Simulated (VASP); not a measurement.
Band structure of Bi (a7). All values below come from AM05 GGA, VASP's PBE PAW potentials (set 64) (plane waves; VASP).

Unless said otherwise, spin-orbit coupling is left out, though it shifts the bands of the heavy elements here.

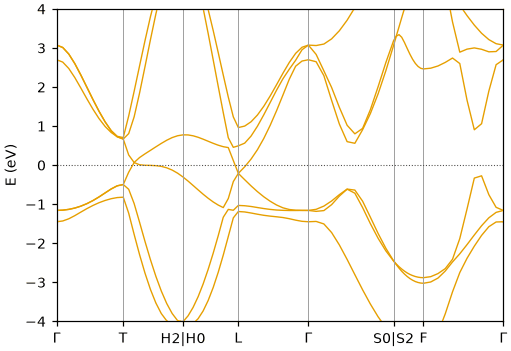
Bands along high-symmetry lines, zero at the valence-band maximum or, without a gap, the Fermi level

### Question
Read the plot: is there a gap, and where are the band edges?

### Answer
It has no gap at this level: it comes out as a metal or semimetal. (Edges off the drawn lines would not show.)

The compound is Bi in the a7 structure. It was relaxed first.
